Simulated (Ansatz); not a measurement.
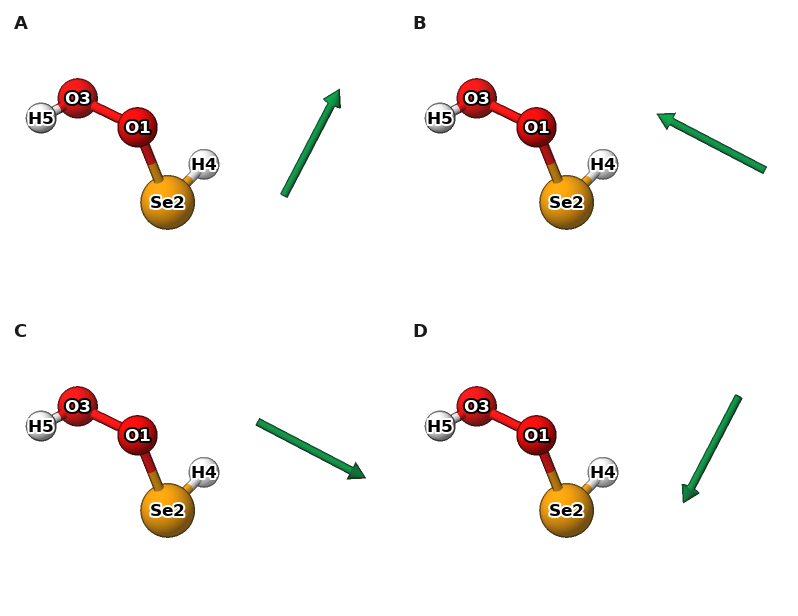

The same molecule four times, each with an arrow. The computed structure is the end point of a PBE0-D4/def2-TZVP optimisation. No frequency run is at hand to confirm it as a minimum. Properties computed with RKS PBE0-D4/def2-TZVP (Ansatz 0.2.0).

> Which arrow points along the dipole moment, from the negative to the positive end?

D. The dipole moment is 1.42 D; it points from the side of O1, O3 to the side of Se2 (the outermost atoms at the two ends).
